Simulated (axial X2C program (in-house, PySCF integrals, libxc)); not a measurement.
# A two-component session on TaS: EOM-EA-CCSD levels

Wanted for TaS: EOM-EA-CCSD levels, at the two-component level.

Program: an in-house X2C program for linear molecules on PySCF integrals. Level of theory: two-component X2C with atomic mean-field terms, Ta dyall-acv3z, S dyall-av3z. These are calculated values, not measurements.

## Step 1: Set-up

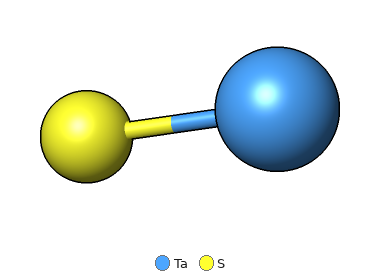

The two atoms at 2.200 Å (tantalum blue, sulfur yellow).

task.json reads:

```json
{
 "zs": [
  73,
  16
 ],
 "q": 0,
 "bas": [
  "dyall-acv3z",
  "dyall-av3z"
 ],
 "r0": 2.2,
 "eom": "ea",
 "thr": -2.0,
 "nmax": 92,
 "grid": [
  1,
  0.96,
  1.045,
  0.92,
  1.09,
  1.15
 ]
}
```

Keys: zs atomic numbers; q charge; bas basis sets; r0 starting distance in Å; eom kind of EOM run; thr threshold in hartree for freezing inner shells (an s shell follows its p shell); nmax most natural virtual spinors; grid distances as factors.

Started as:

```sh
$ python soeom.py task.json out
```

Nuclei are Gaussian, cores are contracted, and the Gaunt term is on.

## Step 2: EOM-EA-CCSD at 2.127 Å

Reference: the closed shell TaS⁺; 18 electrons correlated, 84 virtual spinors; roots sought by Ω: 1/2: 5, 3/2: 4, 5/2: 2, 7/2: 1.

Output:

```text
two-component X2C + atomic mean field  HF
basis functions 256  fitting functions 1274  grid points 5081
iter        total energy     max residual
   1     -15996.701074352     5.29e-01
   2     -15996.749923000     2.29e-02
   3     -15996.751007889     2.18e-02
   4     -15996.754841366     1.52e-03
   5     -15996.754990840     7.04e-04
   6     -15996.755044597     7.89e-04
   7     -15996.755093933     2.20e-04
   8     -15996.755126556     1.97e-04
   9     -15996.755153042     1.55e-04
  10     -15996.755172622     1.18e-04
  11     -15996.755184236     8.26e-05
  12     -15996.755193085     1.96e-05
  13     -15996.755193389     1.03e-05
  14     -15996.755193430     5.89e-06
  15     -15996.755193443     2.73e-06
  16     -15996.755193445     1.93e-06
converged
one-electron -22503.99987390  Coulomb 6570.47535437  exact exchange -340.41026075  xc functional 0.00000000  nuclear repulsion 290.58720374  atomic mean-field constant -13.40761692
correlated 18  virtual 334  natural virtual 84  E(MP2) -0.562390890  MP2 remainder -0.128178595
iter   CCSD correlation   residual
   1     -0.397539215   3.15e-01
   2     -0.420865473   2.18e-01
   3     -0.428227387   7.75e-02
   4     -0.430471289   4.41e-02
   5     -0.431280230   2.46e-02
   6     -0.431569684   1.24e-02
   7     -0.431653445   6.70e-03
   8     -0.431705503   3.56e-03
   9     -0.431739668   2.20e-03
  10     -0.431730697   1.34e-03
  11     -0.431742441   7.29e-04
  12     -0.431742679   3.98e-04
  13     -0.431746441   2.24e-04
  14     -0.431746571   1.27e-04
  15     -0.431745719   8.17e-05
  16     -0.431746622   4.62e-05
  17     -0.431745391   3.03e-05
  18     -0.431745823   2.08e-05
  19     -0.431745278   1.36e-05
  20     -0.431745338   8.18e-06
  21     -0.431745305   4.90e-06
  22     -0.431745334   3.16e-06
  23     -0.431745330   2.12e-06
(T) -0.031642179  T1 0.0550  D1 0.1256  max T2 0.182
EOM-EA-CCSD roots
2*Omega      energy/Eh   energy/eV  one-particle weight
    1      -0.25013421     -6.8065      0.917
    1      -0.21927507     -5.9668      0.933
    1      -0.14830261     -4.0355      0.727
    1      -0.13880526     -3.7771      0.050
    1      -0.13487238     -3.6701      0.045
    3      -0.28232450     -7.6824      0.897
    3      -0.23576116     -6.4154      0.913
    3      -0.15309731     -4.1660      0.002
    3      -0.13980273     -3.8042      0.528
    5      -0.26796537     -7.2917      0.898
    5      -0.14480653     -3.9404      0.001
    7      -0.13496354     -3.6725      0.000
```

T1 in the output is the amplitude norm over the root of the electron number; divide by √2 for the Lee–Taylor value.

| Ω | binding energy (eV) | above lowest (cm⁻¹) | spinor | weight |
| --- | --- | --- | --- | --- |
| 3/2 | 7.682 | 0 | 95% Ta dδ | 0.90 |
| 5/2 | 7.292 | 3150 | 97% Ta dδ | 0.90 |
| 1/2 | 6.806 | 7060 | 44% Ta dπ, 24% Ta pπ, 11% S pπ | 0.92 |
| 3/2 | 6.415 | 10220 | 53% Ta dπ, 24% Ta pπ, 14% S pπ | 0.91 |
| 1/2 | 5.967 | 13840 | 41% Ta pσ, 23% Ta dσ, 10% Ta sσ | 0.93 |
| 1/2 | 4.036 | 29410 | 46% Ta pπ, 17% Ta dπ, 14% S dπ | 0.73 |

Wall time 34 s (1 thread of Arm Neoverse V2, shared host); peak memory 1.1 GiB.

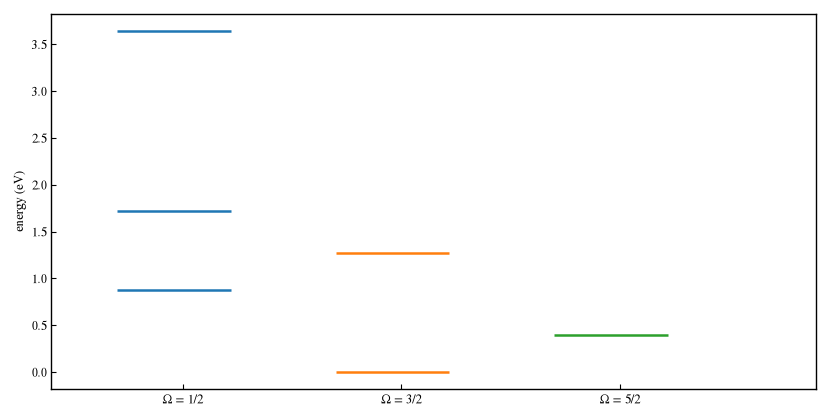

The roots by Ω, from the lowest.

## Step 3: EOM-EA-CCSD at 2.042 Å

| Ω | binding energy (eV) | above lowest (cm⁻¹) | spinor | weight |
| --- | --- | --- | --- | --- |
| 3/2 | 7.570 | 0 | 95% Ta dδ | 0.90 |
| 5/2 | 7.189 | 3070 | 96% Ta dδ | 0.90 |
| 1/2 | 6.622 | 7650 | 43% Ta dπ, 27% Ta pπ, 12% S pπ | 0.92 |
| 3/2 | 6.240 | 10730 | 50% Ta dπ, 27% Ta pπ, 15% S pπ | 0.92 |
| 1/2 | 5.767 | 14540 | 43% Ta pσ, 22% Ta dσ, 11% Ta sσ | 0.94 |
| 1/2 | 3.851 | 30000 | 42% Ta pπ, 18% Ta dπ, 16% S dπ | 0.75 |

Wall time 33 s (1 thread of Arm Neoverse V2, shared host); peak memory 1.1 GiB.

## Step 4: EOM-EA-CCSD at 2.223 Å

| Ω | binding energy (eV) | above lowest (cm⁻¹) | spinor | weight |
| --- | --- | --- | --- | --- |
| 3/2 | 7.785 | 0 | 96% Ta dδ | 0.89 |
| 5/2 | 7.388 | 3200 | 97% Ta dδ | 0.89 |
| 1/2 | 6.998 | 6350 | 43% Ta dπ, 21% Ta pπ, 10% S pπ | 0.92 |
| 3/2 | 6.581 | 9710 | 56% Ta dπ, 21% Ta pπ, 14% S pπ | 0.91 |
| 1/2 | 6.160 | 13100 | 38% Ta pσ, 24% Ta dσ, 11% Ta dπ | 0.93 |
| 1/2 | 4.219 | 28760 | 50% Ta pπ, 15% Ta dπ, 13% S dπ | 0.68 |

Run time: 35 s. Hardware: 1 thread of Arm Neoverse V2, shared host; peak memory 1.2 GiB.

## Step 5: EOM-EA-CCSD at 1.957 Å

| Ω | binding energy (eV) | above lowest (cm⁻¹) | spinor | weight |
| --- | --- | --- | --- | --- |
| 3/2 | 7.445 | 0 | 94% Ta dδ | 0.90 |
| 5/2 | 7.072 | 3010 | 95% Ta dδ | 0.91 |
| 1/2 | 6.427 | 8210 | 41% Ta dπ, 30% Ta pπ, 12% S pπ | 0.92 |
| 3/2 | 6.044 | 11300 | 46% Ta dπ, 30% Ta pπ, 15% S pπ | 0.92 |
| 1/2 | 5.545 | 15320 | 44% Ta pσ, 20% Ta dσ, 12% Ta sσ | 0.94 |
| 1/2 | 3.642 | 30670 | 39% Ta pπ, 19% Ta dπ, 17% S dπ | 0.77 |
| 3/2 | 3.440 | 32300 | 40% Ta pπ, 21% Ta dπ, 16% S dπ | 0.61 |

Run time: 32 s. Hardware: 1 thread of Arm Neoverse V2, shared host; peak memory 1.2 GiB.

## Step 6: EOM-EA-CCSD at 2.318 Å

| Ω | binding energy (eV) | above lowest (cm⁻¹) | spinor | weight |
| --- | --- | --- | --- | --- |
| 3/2 | 7.858 | 0 | 96% Ta dδ | 0.88 |
| 5/2 | 7.456 | 3240 | 98% Ta dδ | 0.89 |
| 1/2 | 7.165 | 5590 | 41% Ta dπ, 17% Ta pπ, 12% Ta sσ | 0.91 |
| 3/2 | 6.713 | 9230 | 57% Ta dπ, 18% Ta pπ, 14% S pπ | 0.90 |
| 1/2 | 6.314 | 12450 | 35% Ta pσ, 27% Ta dσ, 14% Ta dπ | 0.92 |
| 1/2 | 4.382 | 28030 | 55% Ta pπ, 14% Ta dπ, 12% S dπ | 0.62 |

Wall time 35 s (1 thread of Arm Neoverse V2, shared host); peak memory 1.2 GiB.

## Step 7: Curves of the states

Energies in eV from the lowest point of the lowest state; states are followed by energy order within each Ω.

| R (Å) | (1)Ω=3/2 | (1)Ω=5/2 | (1)Ω=1/2 | (2)Ω=3/2 | (2)Ω=1/2 | (3)Ω=1/2 |
| --- | --- | --- | --- | --- | --- | --- |
| 1.957 | 0.4368 | 0.8097 | 1.4552 | 1.8373 | 2.3363 | 4.2397 |
| 2.042 | 0.0572 | 0.4384 | 1.0055 | 1.3872 | 1.8599 | 3.7764 |
| 2.127 | 0.0000 | 0.3907 | 0.8759 | 1.2671 | 1.7157 | 3.6469 |
| 2.223 | 0.2114 | 0.6087 | 0.9988 | 1.4155 | 1.8360 | 3.7772 |
| 2.318 | 0.6192 | 1.0210 | 1.3124 | 1.7637 | 2.1625 | 4.0946 |

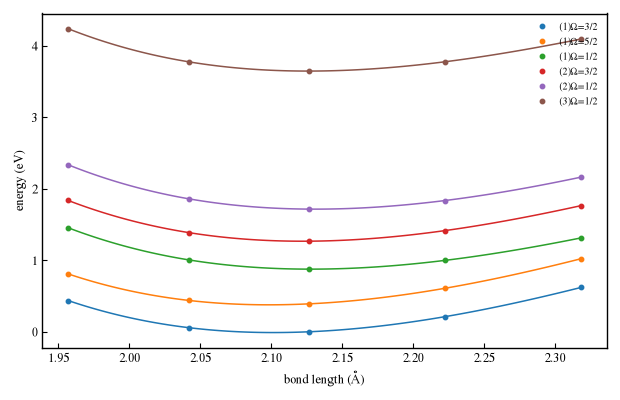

The states along the bond.

## Step 8: Summary of results

| quantity | value |
| --- | --- |
| lowest root at 2.127 Å | Ω = 3/2, 7.682 eV |
| next root led by one particle | Ω = 5/2, about 3150 cm⁻¹ higher |
| T1 of the reference | 0.039 |

**Reading.** The added electron is bound by 7.68 eV in a spinor of 95% Ta dδ. Errors of 0.1 to 0.3 eV are usual at this size, and roots led by higher excitations are left out, so the list is incomplete, and low states of that kind can be missing. T1 or the largest double amplitude of the reference is raised, which lowers the reliability.
